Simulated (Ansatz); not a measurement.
## Electronic structure of AlBrHNO in real space

```tsv
atom	x (Å)	y (Å)	z (Å)
Al	-0.9026	-0.2304	0.9638
Br	-0.6017	-2.2576	1.8237
N	-1.2896	1.4125	0.5378
O	-0.2097	0.5194	-0.5407
H	0.5976	1.0452	-0.5021
```

Geometry: PBE0-D3(BJ)/def2-SVP.

Level of theory: Ansatz 0.2.0, isolated molecule in a Gaussian basis; Kohn-Sham density functional theory, functional PBE0.

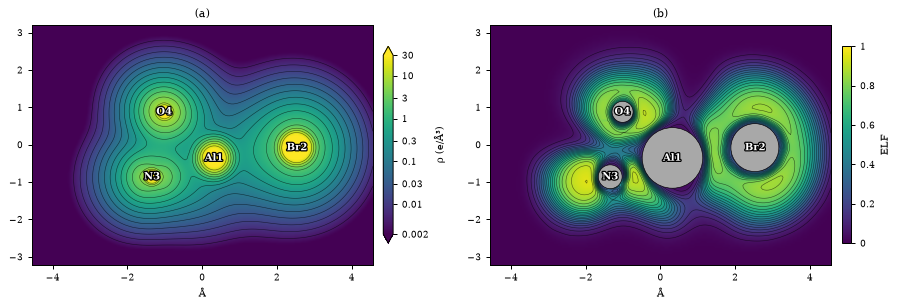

Figure 1. (a) total electron density; (b) electron localisation function on the plane of atoms Br2, Al1 and O4. Grey discs cover the atomic cores in the ELF map.

Interpret the plot.

- The plane passes through Al, Br, N and O nuclei.
- Al–N (1.74 Å): the density is about 0.87 e/Å³ at the midpoint; the ELF peaks at about 0.90 in the valence shell of N, 0.6 Å from its nucleus, and is about 0.50 at the midpoint.
- Al–O (1.82 Å): ρ is about 0.68 e/Å³ halfway; the ELF peaks at about 0.85 in the valence shell of O, 0.6 Å from its nucleus, and is about 0.40 at the midpoint.
- Al–Br (2.22 Å): ρ at the midpoint is about 0.7 e/Å³; the ELF peaks at about 0.85 in the valence shell of Br, 1.1 Å from its nucleus, and is about 0.80 at the midpoint.
- The ELF also peaks beside Br2 and N3, away from the bonds: lone-pair regions.

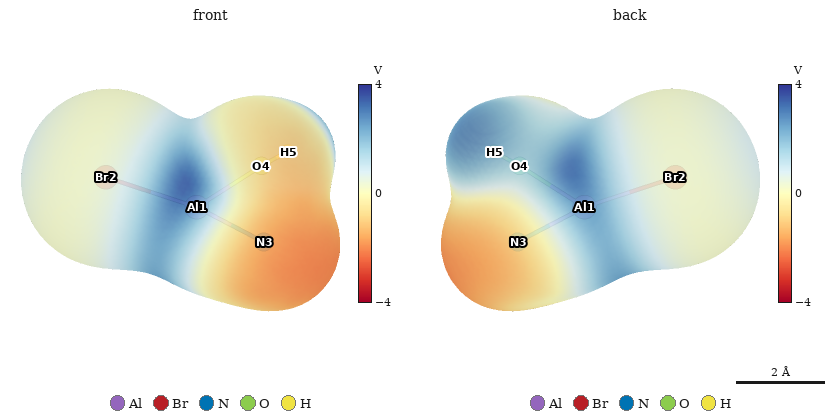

Figure 2. The molecular electrostatic potential painted on the density surface at 0.002 e/bohr³, seen from the front and from behind; the colour scale runs from red (negative) to blue (positive).

Which sites attract a positive test charge, and which a negative one?

A positive charge is drawn to the negative regions and a negative charge to the positive ones. The most negative region (about −2.1 V, or −48 kcal/mol for a unit charge) lies over N3, the most positive (about +3.3 V, or +76 kcal/mol for a unit charge) over Al1. Br2 shows a σ-hole: about +0.8 V, or +18 kcal/mol for a unit charge at the tip opposite its bond, against about +0.3 V on its flanks. N3 is the likeliest acceptor of a hydrogen bond.

What dipole moment does the calculation give?

Its dipole moment is 2.98 D.

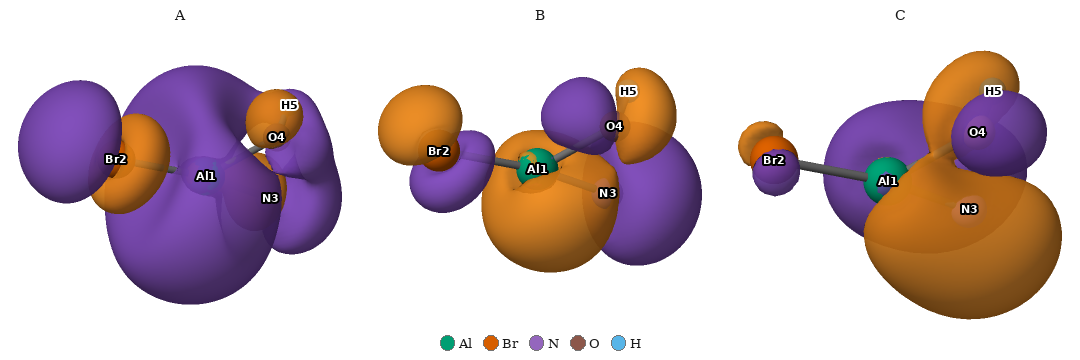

Figure 3. Three frontier orbitals at ±0.05 Å⁻³ᐟ² (orange and purple are the two phases), in no order.

Which picture is the HOMO−1, the HOMO and the LUMO?

B is the HOMO−1 (−7.55 eV). Its weight (Hirshfeld) is mainly on N3 (about 70 %), Al1 (about 20 %) and O4 (about 10 %). C is the HOMO (−6.46 eV). It lies mainly on N3 (about 70 %), Al1 (about 15 %) and O4 (about 10 %). A is the LUMO (−1.98 eV). Its weight (Hirshfeld) is mainly on Al1 (about 55 %), Br2 (about 25 %) and N3 (about 15 %).

What is the HOMO–LUMO gap?

4.48 eV between the orbital energies.
